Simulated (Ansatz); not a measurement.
# HfH (quartet): from Hartree-Fock to the top rungs at distance Hf1–H2 = 6.372 Å, def2-TZVP

How much of the correlation energy of HfH (quartet) does each wave-function method recover here?

Method: def2-TZVP, core rule «outside noble gas», up to 4 orbitals frozen; program: Ansatz 0.2.0, Gaussian basis.

The runs, in order: UHF; CCSD(T) on ROHF; CCSD(T) on UHF; CISD as a restricted active space (open shells left free, so some higher excitations enter); CCSDT(Q) on ROHF; CCSDT(Q) on UHF; CASSCF and MRCISD+Q, 5 electrons in 5 orbitals; CASSCF and NEVPT2, 5 electrons in 5 orbitals; Full CI.

33 further runs of the same task are left out: 22 for a known fault of the program, 8 that didn't finish, 3 set aside as unsound or not needed. Runs told in other sessions of the task aren't counted.

### Step 1. The geometry

The geometry derives from a PBE0/def2-TZVP stationary point (not a proven minimum). One bond is set to the value named and the two fragments are kept rigid. No spin-orbit coupling is included. Elements past krypton take def2 core potentials.

2 atoms, charge 0, spin multiplicity 4.

Atoms are counted from 1 here; the program's logs count them from 0.

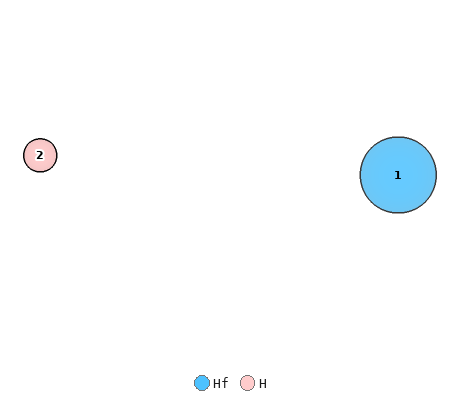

The geometry (hafnium blue, hydrogen pink); atoms are numbered from 1 in the order of the file.

In the tables R marks a restricted open-shell determinant and U an unrestricted one; 'pair' is the active space of 5 electrons in 5 orbitals; energies count from the table's Hartree-Fock row.

### Step 2. UHF

The input, in.yaml:

```yaml
crystal:
  periodic: [false, false, false]
  atoms:
    - {symbol: Hf, position_ang: [0.000000, 0.000000, 0.000000]}
    - {symbol: H, position_ang: [0.000000, 0.000000, 6.372000]}
basis:
  gaussian: {orbitals: def2-TZVP}
magnetization: {spin_polarized: true, initial_magnetization: 3}
hamiltonian: {xc: hf}
output: {orbitals: {seedname: orbitals}}
```

Run with:

```
> ansatz run in.yaml --threads 1 --pin off --events-out ev --progress --plain --max-ram 2393MiB
```

The program printed, cut to the lines that bear on the results:

```text
Functional definition: HF
  name "HF"
  cite "Fock, Z. Phys. 61, 126 (1930) doi:10.1007/BF01340294"
  parent pbe
[...]
544 factors; their error is unknown
[...]
mean field -1302.54601753 eV, -47.8676832468 hartree, gradient 1.3e-6 eV, S^2 3.764343; 5 other end points of the search recorded, 0 dependent functions left out
reference -1302.54601753 eV, -47.8676832468 hartree; 8, 5 occupied and 38, 41 virtual orbitals, 544 factors
Total energy: -1302.54601753 eV, -47.8676832468 hartree
```

Run time: 4.9 s. Hardware: 1 thread of Arm Neoverse V2, shared host.

From the report: ⟨S²⟩ of the determinant 3.764 (pure quartet: 3.75).

### Step 3. CCSD(T) on ROHF

The input, in.yaml:

```yaml
crystal:
  periodic: [false, false, false]
  atoms:
    - {symbol: Hf, position_ang: [0.000000, 0.000000, 0.000000]}
    - {symbol: H, position_ang: [0.000000, 0.000000, 6.372000]}
basis:
  gaussian: {orbitals: def2-TZVP}
magnetization: {spin_polarized: false, initial_magnetization: 3}
correlation: {method: ccsd_t, electrons: outside_noble_gas}
output: {forces: true}
```

Launched as before.

The program printed, cut to the lines that bear on the results:

```text
Functional definition: HF
  name "HF"
  cite "Fock, Z. Phys. 61, 126 (1930) doi:10.1007/BF01340294"
  parent pbe
[...]
410 factors; integrals over basis functions are off by at most 2.1e-4 eV
[...]
mean field -1302.43940996 eV, -47.8637654908 hartree, gradient 1.1e-10 eV, S^2 3.750000; 45 other end points of the search recorded, 0 dependent functions left out
[...]
determinant -1302.43940996 eV, -47.8637654908 hartree, with singles and doubles -1304.03098603 eV, -47.9222548327 hartree
determinant -1302.24620382 eV, -47.8566652962 hartree, with singles and doubles -1303.92308236 eV, -47.9182894460 hartree
determinant -1302.24620214 eV, -47.8566652344 hartree, with singles and doubles -1303.92517241 eV, -47.9183662538 hartree
determinant -1301.68892602 eV, -47.8361857148 hartree, with singles and doubles -1303.53450866 eV, -47.9040096259 hartree
[...]
determinant -1301.68892318 eV, -47.8361856104 hartree, with singles and doubles -1303.54375619 eV, -47.9043494664 hartree
4 core orbitals not correlated: weight in the atoms' cores, before any rotation towards them, 1.000 or more for the frozen orbitals, at most 0.000 for the correlated occupied ones
reference -1302.43940996 eV, -47.8637654908 hartree; 4, 1 occupied and 38, 41 virtual orbitals, 410 factors
second order -1.16912379 eV of doubles, -0.01249436 eV of singles
cycle   1  -1.55949729 eV  change   -1.2e-6 eV  update   6.3e-6
[...]
cycle  34  -1.55949799 eV  change  -1.9e-11 eV  update  5.8e-10
perturbative correction -0.07062944 eV, -0.0025955842 hartree
[...]
Total energy: -1304.06953739 eV, -47.9236715691 hartree
Atom 0 at     0.000000     0.000000     0.000000 Å, force     0.000000    -0.000000     0.000175 eV/Å
Atom 1 at     0.000000     0.000000     6.372000 Å, force    -0.000000     0.000000    -0.000175 eV/Å
Dipole moment:     0.000000    -0.000000     0.000092 e Å
```

Wall time 17 s (1 thread of Arm Neoverse V2, shared host).

From the report: correlation -1.6301 eV; T1 0.018; largest double amplitude 0.11.

### Step 4. CCSD(T) on UHF

in.yaml, as its differences from that of step 3:

```diff
@@ -7,3 +7,3 @@
   gaussian: {orbitals: def2-TZVP}
-magnetization: {spin_polarized: false, initial_magnetization: 3}
+magnetization: {spin_polarized: true, initial_magnetization: 3}
 correlation: {method: ccsd_t, electrons: outside_noble_gas}
```

Same command.

The program printed, cut to the lines that bear on the results:

```text
Functional definition: HF
  name "HF"
  cite "Fock, Z. Phys. 61, 126 (1930) doi:10.1007/BF01340294"
  parent pbe
[...]
410 factors; integrals over basis functions are off by at most 2.1e-4 eV
[...]
mean field -1302.54603249 eV, -47.8676837968 hartree, gradient 1.3e-10 eV, S^2 3.764344; 62 other end points of the search recorded, 0 dependent functions left out
determinant -1302.54603249 eV, -47.8676837968 hartree, with singles and doubles -1304.09737420 eV, -47.9246945528 hartree
determinant -1302.37957077 eV, -47.8615664412 hartree, with singles and doubles -1303.98153347 eV, -47.9204374845 hartree
determinant -1302.37951249 eV, -47.8615642996 hartree, with singles and doubles -1303.98199832 eV, -47.9204545675 hartree
determinant -1301.99492041 eV, -47.8474308014 hartree, with singles and doubles -1303.57651952 eV, -47.9055534965 hartree
[...]
determinant -1301.99478159 eV, -47.8474256997 hartree, with singles and doubles -1303.58167692 eV, -47.9057430274 hartree
4 core orbitals not correlated: weight in the atoms' cores, before any rotation towards them, 0.999 or more for the frozen orbitals, at most 0.000 for the correlated occupied ones
reference -1302.54603249 eV, -47.8676837968 hartree; 4, 1 occupied and 38, 41 virtual orbitals, 410 factors
second order -1.13873334 eV of doubles, -0.00000000 eV of singles
cycle   1  -1.52278163 eV  change   -9.0e-8 eV  update   7.2e-6
[...]
cycle  18  -1.52278088 eV  change   1.3e-10 eV  update  5.6e-10
perturbative correction -0.06722978 eV, -0.0024706490 hartree
[...]
Total energy: -1304.13604316 eV, -47.9261156110 hartree
Atom 0 at     0.000000     0.000000     0.000000 Å, force     0.000000     0.000000     0.000180 eV/Å
Atom 1 at     0.000000     0.000000     6.372000 Å, force    -0.000000    -0.000000    -0.000180 eV/Å
Dipole moment:     0.000000     0.000000     0.000082 e Å
```

Wall time 22 s (1 thread of Arm Neoverse V2, shared host).

From the report: ⟨S²⟩ of the determinant 3.764 (pure quartet: 3.75); correlation -1.5900 eV; T1 0.019; largest double amplitude 0.11.

### Step 5. CISD as a restricted active space (open shells left free, so some higher excitations enter)

The input, in.yaml:

```yaml
crystal:
  periodic: [false, false, false]
  atoms:
    - {symbol: Hf, position_ang: [0.000000, 0.000000, 0.000000]}
    - {symbol: H, position_ang: [0.000000, 0.000000, 6.372000]}
basis:
  gaussian: {orbitals: def2-TZVP}
magnetization: {spin_polarized: false, initial_magnetization: 3}
correlation: {active_space: {ras: {orbitals: [1, 3, 38], electrons: 5, max_holes: 2, max_particles: 2}, fixed_orbitals: true}}
```

Same command.

The program printed, cut to the lines that bear on the results:

```text
Functional definition: HF
  name "HF"
  cite "Fock, Z. Phys. 61, 126 (1930) doi:10.1007/BF01340294"
  parent pbe
[...]
410 factors; integrals over basis functions are off by at most 2.1e-4 eV
[...]
mean field -1302.43940996 eV, -47.8637654908 hartree, gradient 1.1e-10 eV, S^2 3.750000; 17 other end points of the search recorded, 0 dependent functions left out
reference -1302.43940996 eV, -47.8637654908 hartree; 8, 5 occupied and 38, 41 virtual orbitals, 410 factors
state -1303.98495962 eV, -47.9205633932 hartree
Total energy: -1303.98495962 eV, -47.9205633932 hartree
```

Run time: 4.8 s. Hardware: 1 thread of Arm Neoverse V2, shared host.

From the report: 11,881 determinants.

### Step 6. CCSDT(Q) on ROHF

in.yaml, as its differences from that of step 5:

```diff
@@ -8,2 +8,2 @@
 magnetization: {spin_polarized: false, initial_magnetization: 3}
-correlation: {active_space: {ras: {orbitals: [1, 3, 38], electrons: 5, max_holes: 2, max_particles: 2}, fixed_orbitals: true}}
+correlation: {method: ccsdt_q, electrons: outside_noble_gas}
```

Same command.

The program printed, cut to the lines that bear on the results:

```text
Functional definition: HF
  name "HF"
  cite "Fock, Z. Phys. 61, 126 (1930) doi:10.1007/BF01340294"
  parent pbe
[...]
664 factors; integrals over basis functions are off by at most 1.2e-6 eV
[...]
mean field -1302.43941594 eV, -47.8637657107 hartree, gradient 8.2e-10 eV, S^2 3.750000; 48 other end points of the search recorded, 0 dependent functions left out
[...]
determinant -1302.43941594 eV, -47.8637657107 hartree, with singles and doubles -1304.03148058 eV, -47.9222730071 hartree
determinant -1302.24620923 eV, -47.8566654951 hartree, with singles and doubles -1303.92487442 eV, -47.9183553030 hartree
determinant -1302.24620794 eV, -47.8566654477 hartree, with singles and doubles -1303.92238930 eV, -47.9182639764 hartree
determinant -1301.68893174 eV, -47.8361859250 hartree, with singles and doubles -1303.53690170 eV, -47.9040975683 hartree
[...]
determinant -1302.24620923 eV, -47.8566654951 hartree, with singles and doubles -1303.90472745 eV, -47.9176149156 hartree
determinant -1302.24620794 eV, -47.8566654477 hartree, with singles and doubles -1303.90473812 eV, -47.9176153074 hartree
determinant -1301.68893174 eV, -47.8361859250 hartree, with singles and doubles -1303.54374136 eV, -47.9043489213 hartree
determinant -1301.68892866 eV, -47.8361858118 hartree, with singles and doubles -1303.54375881 eV, -47.9043495626 hartree
[...]
4 core orbitals not correlated: weight in the atoms' cores, before any rotation towards them, 1.000 or more for the frozen orbitals, at most 0.000 for the correlated occupied ones
reference -1302.43941594 eV, -47.8637657107 hartree; 4, 1 occupied and 38, 41 virtual orbitals, 664 factors
second order -1.16913327 eV of doubles, -0.01249363 eV of singles
cycle   1  -1.41667122 eV  change   -2.3e-1 eV  update   7.0e-2
[...]
cycle  23  -1.66408935 eV  change   -8.6e-8 eV  update   5.2e-7
perturbative correction -0.00250625 eV, -0.0000921029 hartree
Total energy: -1304.10601154 eV, -47.9250119693 hartree
```

Run time: 27 s. Hardware: 1 thread of Arm Neoverse V2, shared host.

From the report: correlation -1.6666 eV; T1 0.019; largest double amplitude 0.11.

### Step 7. CCSDT(Q) on UHF

in.yaml, as its differences from that of step 6:

```diff
@@ -7,3 +7,3 @@
   gaussian: {orbitals: def2-TZVP}
-magnetization: {spin_polarized: false, initial_magnetization: 3}
+magnetization: {spin_polarized: true, initial_magnetization: 3}
 correlation: {method: ccsdt_q, electrons: outside_noble_gas}
```

Same command.

The program printed, cut to the lines that bear on the results:

```text
Functional definition: HF
  name "HF"
  cite "Fock, Z. Phys. 61, 126 (1930) doi:10.1007/BF01340294"
  parent pbe
[...]
664 factors; integrals over basis functions are off by at most 1.2e-6 eV
[...]
mean field -1302.54603699 eV, -47.8676839621 hartree, gradient 1.4e-10 eV, S^2 3.764343; 60 other end points of the search recorded, 0 dependent functions left out
determinant -1302.54603699 eV, -47.8676839621 hartree, with singles and doubles -1304.09741170 eV, -47.9246959311 hartree
determinant -1302.37957492 eV, -47.8615665938 hartree, with singles and doubles -1303.98154938 eV, -47.9204380691 hartree
determinant -1302.37951723 eV, -47.8615644738 hartree, with singles and doubles -1303.98143621 eV, -47.9204339103 hartree
determinant -1301.99492313 eV, -47.8474309011 hartree, with singles and doubles -1303.57611625 eV, -47.9055386767 hartree
[...]
determinant -1302.37957492 eV, -47.8615665938 hartree, with singles and doubles -1303.96689624 eV, -47.9198995763 hartree
determinant -1302.37951723 eV, -47.8615644738 hartree, with singles and doubles -1303.96688319 eV, -47.9198990968 hartree
determinant -1301.99492313 eV, -47.8474309011 hartree, with singles and doubles -1303.58170896 eV, -47.9057442048 hartree
determinant -1301.99478746 eV, -47.8474259153 hartree, with singles and doubles -1303.58167982 eV, -47.9057431340 hartree
4 core orbitals not correlated: weight in the atoms' cores, before any rotation towards them, 0.999 or more for the frozen orbitals, at most 0.000 for the correlated occupied ones
reference -1302.54603699 eV, -47.8676839621 hartree; 4, 1 occupied and 38, 41 virtual orbitals, 664 factors
second order -1.13874269 eV of doubles, -0.00000000 eV of singles
cycle   1  -1.37255319 eV  change   -2.3e-1 eV  update   7.2e-2
[...]
cycle  23  -1.62287630 eV  change   -9.0e-8 eV  update   5.6e-7
perturbative correction -0.00231753 eV, -0.0000851677 hartree
Total energy: -1304.17123082 eV, -47.9274087337 hartree
```

It took 32 s on 1 thread of Arm Neoverse V2, shared host.

From the report: ⟨S²⟩ of the determinant 3.764 (pure quartet: 3.75); correlation -1.6252 eV; T1 0.020; largest double amplitude 0.12.

### Step 8. CASSCF and MRCISD+Q, 5 electrons in 5 orbitals

The input, in.yaml:

```yaml
crystal:
  periodic: [false, false, false]
  atoms:
    - {symbol: Hf, position_ang: [0.000000, 0.000000, 0.000000]}
    - {symbol: H, position_ang: [0.000000, 0.000000, 6.372000]}
basis:
  gaussian: {orbitals: def2-TZVP}
magnetization: {spin_polarized: false, initial_magnetization: 3}
correlation: {method: fic_mrcisd_q, electrons: outside_noble_gas, active_space: {window: {electrons: 5, orbitals: 5}}}
```

Same command.

The program printed, cut to the lines that bear on the results:

```text
Functional definition: HF
  name "HF"
  cite "Fock, Z. Phys. 61, 126 (1930) doi:10.1007/BF01340294"
  parent pbe
[...]
410 factors; integrals over basis functions are off by at most 2.1e-4 eV
[...]
mean field -1302.43940803 eV, -47.8637654200 hartree, gradient 3.2e-6 eV, S^2 3.750000; 17 other end points of the search recorded, 0 dependent functions left out
reference -1302.43940803 eV, -47.8637654200 hartree; 8, 5 occupied and 38, 41 virtual orbitals, 410 factors
state -1302.80436200 eV, -47.8771772312 hartree
contracted CI cycle   1: correlation 0.00000000 eV, 0.0000000000 hartree, residual 5.81e0 eV
contracted CI cycle   2: correlation -1.06051909 eV, -0.0389733577 hartree, residual 1.51e0 eV
contracted CI cycle   3: correlation -1.16142896 eV, -0.0426817269 hartree, residual 7.22e-1 eV
contracted CI cycle   4: correlation -1.18691393 eV, -0.0436182824 hartree, residual 2.98e-1 eV
contracted CI cycle   5: correlation -1.19085762 eV, -0.0437632103 hartree, residual 1.62e-1 eV
contracted CI cycle   6: correlation -1.19197212 eV, -0.0438041676 hartree, residual 8.30e-2 eV
contracted CI cycle   7: correlation -1.19222608 eV, -0.0438135005 hartree, residual 4.09e-2 eV
contracted CI cycle   8: correlation -1.19228524 eV, -0.0438156742 hartree, residual 2.36e-2 eV
contracted CI cycle   9: correlation -1.19230178 eV, -0.0438162821 hartree, residual 9.35e-3 eV
contracted CI cycle  10: correlation -1.19230465 eV, -0.0438163879 hartree, residual 3.60e-3 eV
contracted CI cycle  11: correlation -1.19230507 eV, -0.0438164031 hartree, residual 2.07e-3 eV
contracted CI cycle  12: correlation -1.19230517 eV, -0.0438164067 hartree, residual 1.24e-3 eV
contracted CI cycle  13: correlation -1.19230521 eV, -0.0438164083 hartree, residual 6.39e-4 eV
state -1302.80436200 eV, -47.8771772312 hartree; corrected -1304.08802885 eV, -47.9243511177 hartree
[...]
Total energy: -1304.08802885 eV, -47.9243511177 hartree
```

Run time: 11 s. Hardware: 1 thread of Arm Neoverse V2, shared host.

From the report: 25 determinants; active occupations 1.93, 1.00, 1.00, 0.98, 0.09.

### Step 9. CASSCF and NEVPT2, 5 electrons in 5 orbitals

in.yaml, as its differences from that of step 8:

```diff
@@ -8,2 +8,2 @@
 magnetization: {spin_polarized: false, initial_magnetization: 3}
-correlation: {method: fic_mrcisd_q, electrons: outside_noble_gas, active_space: {window: {electrons: 5, orbitals: 5}}}
+correlation: {method: sc_nevpt2, electrons: outside_noble_gas, active_space: {window: {electrons: 5, orbitals: 5}}}
```

Launched as before.

The program printed, cut to the lines that bear on the results:

```text
Functional definition: HF
  name "HF"
  cite "Fock, Z. Phys. 61, 126 (1930) doi:10.1007/BF01340294"
  parent pbe
[...]
410 factors; integrals over basis functions are off by at most 2.1e-4 eV
[...]
mean field -1302.43940803 eV, -47.8637654200 hartree, gradient 3.2e-6 eV, S^2 3.750000; 17 other end points of the search recorded, 0 dependent functions left out
reference -1302.43940803 eV, -47.8637654200 hartree; 8, 5 occupied and 38, 41 virtual orbitals, 410 factors
state -1302.80436200 eV, -47.8771772312 hartree
state -1302.80436200 eV, -47.8771772312 hartree; corrected -1303.52790309 eV, -47.9037668756 hartree
[...]
Total energy: -1303.52790309 eV, -47.9037668756 hartree
```

It took 10 s on 1 thread of Arm Neoverse V2, shared host.

From the report: 25 determinants; active occupations 1.93, 1.00, 1.00, 0.98, 0.09.

### Step 10. Full CI

in.yaml, as its differences from that of step 9:

```diff
@@ -8,2 +8,2 @@
 magnetization: {spin_polarized: false, initial_magnetization: 3}
-correlation: {method: sc_nevpt2, electrons: outside_noble_gas, active_space: {window: {electrons: 5, orbitals: 5}}}
+correlation: {method: fci, electrons: outside_noble_gas}
```

Launched as before.

The program printed, cut to the lines that bear on the results:

```text
Functional definition: HF
  name "HF"
  cite "Fock, Z. Phys. 61, 126 (1930) doi:10.1007/BF01340294"
  parent pbe
[...]
664 factors; integrals over basis functions are off by at most 1.2e-6 eV
[...]
mean field -1302.43941430 eV, -47.8637656505 hartree, gradient 1.5e-6 eV, S^2 3.750000; 16 other end points of the search recorded, 0 dependent functions left out
[...]
4 core orbitals not correlated: weight in the atoms' cores, before any rotation towards them, 1.000 or more for the frozen orbitals, at most 0.000 for the correlated occupied ones
reference -1302.43941430 eV, -47.8637656505 hartree; 4, 1 occupied and 38, 41 virtual orbitals, 664 factors
state -1304.10640704 eV, -47.9250265036 hartree
Total energy: -1304.10640704 eV, -47.9250265036 hartree
```

Run time: 3.3 min. Hardware: 1 thread of Arm Neoverse V2, shared host; peak memory 0.54 GiB.

From the report: 1,175,418 determinants, symmetry B1.

### Step 11. Natural occupations

Natural occupations of the FCI state about the gap (report; correlated orbitals 1 to 10): 1.837, 1.000, 0.964, 0.964, 0.052, 0.052, 0.052, 0.016, 0.016, 0.016. The count of effectively unpaired electrons, Σ n²(2 − n)², is 3.12; a single determinant of this spin has 3.

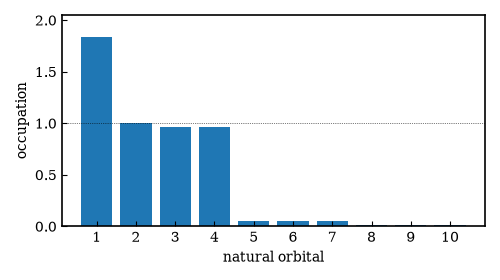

Natural occupations of the FCI state.

### Step 12. Misses and costs

The yardstick is full CI for this spin, exact in this basis with these frozen cores. Rows without a time are mean-field rows or come out of runs for another level: lower rungs of the coupled-cluster runs, CASSCF and MRCISD of the multireference runs, or the Hartree-Fock search. The times of RCCSD(T), UCCSD(T) include forces.

Differences are taken before rounding.

```csv
method,energy from the lowest ROHF (meV),from FCI (meV),time
ROHF,0.0,+1667.0,
UHF,-106.6,+1560.4,
RMP2,-1181.6,+485.4,
UMP2,-1245.4,+421.6,
CISD,-1545.5,+121.4,4.8 s
RCCSD,-1559.5,+107.5,
UCCSD,-1629.4,+37.6,
RCCSD(T),-1630.1,+36.9,17 s
UCCSD(T),-1696.6,-29.6,22 s
RCCSDT,-1664.1,+2.9,
UCCSDT,-1729.5,-62.5,
RCCSDT(Q),-1666.6,+0.4,27 s
UCCSDT(Q),-1731.8,-64.8,32 s
CASSCF pair,-365.0,+1302.0,
NEVPT2 pair,-1088.5,+578.5,10 s
MRCISD pair,-1557.3,+109.7,
MRCISD+Q pair,-1648.6,+18.4,11 s
FCI,-1667.0,0,3.3 min
```

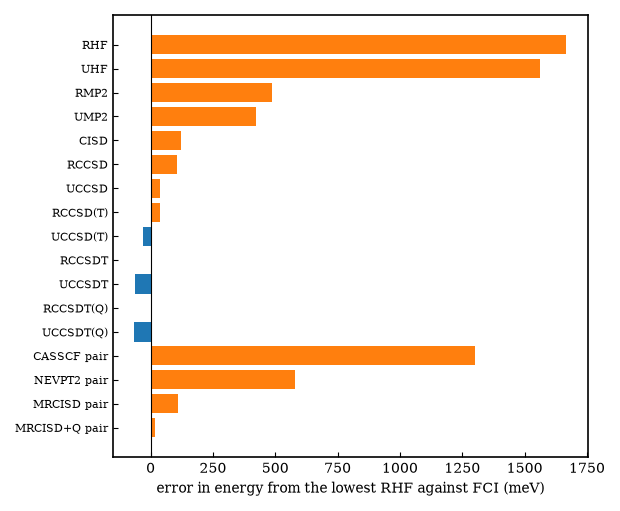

How far each level lands from FCI.

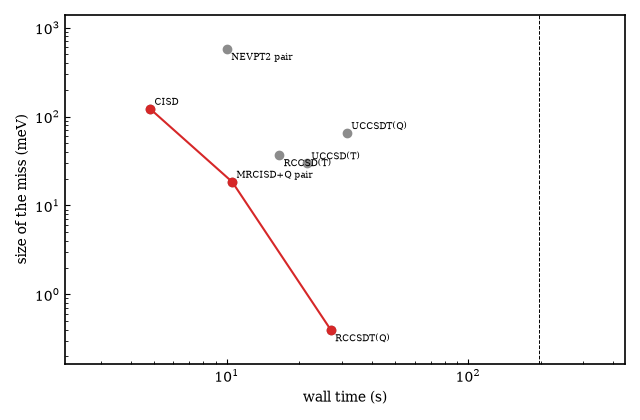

Accuracy for the time spent; red marks the levels that beat every quicker one drawn (of those quicker than the yardstick), and the dashed line is the time of FCI. Times are from a shared host.

### Step 13. Outcome

| quantity | value |
| --- | --- |
| FCI from the ROHF energy | -1.6670 eV |
| RMP2 from FCI | +485.4 meV |
| UMP2 from FCI | +421.6 meV |
| RCCSD from FCI | +107.5 meV |
| RCCSD(T) from FCI | +36.9 meV |
| UCCSD(T) from FCI | -29.6 meV |
| RCCSDT(Q) from FCI | +0.4 meV |
| UCCSDT(Q) from FCI | -64.8 meV |
| NEVPT2 pair from FCI | +578.5 meV |
| MRCISD+Q pair from FCI | +18.4 meV |
| levels within 1 kcal/mol (43 meV) | UCCSD, RCCSD(T), UCCSD(T), RCCSDT, RCCSDT(Q), MRCISD+Q pair |
| T1 diagnostic | 0.018 |
| effectively unpaired electrons | 3.12 |

What this shows: RCCSD(T) misses by +36.9 meV, 2.2 % of the correlation energy. CCSD(T) misses by +36.9 meV on the restricted determinant and by -29.6 meV on the unrestricted one; the two need not hold the same state or core. UCCSD(T), UCCSDT, UCCSDT(Q) fall below full CI: unrestricted runs freeze a spin-polarised core, another one than full CI's, and coupled cluster isn't variational. One determinant dominates. Of the multireference levels listed MRCISD+Q pair comes nearest in total energy (+18.4 meV), which doesn't show that its space is the better one. These misses are within one basis, not against nature; the frozen cores of restricted and unrestricted runs differ, which can shift their rows.

Levels on UHF freeze UHF's core orbitals, full CI those of ROHF, so the U rows can settle a little off it for that reason alone.

With open shells the CI space here admits some higher excitations, so it is larger than plain CISD.

RCCSDT(Q) reaches 0.4 meV from the reference in 27 s, where FCI took 3.3 min; the quickest level in the cost chart, CISD, takes 4.8 s and misses by 121.4 meV.
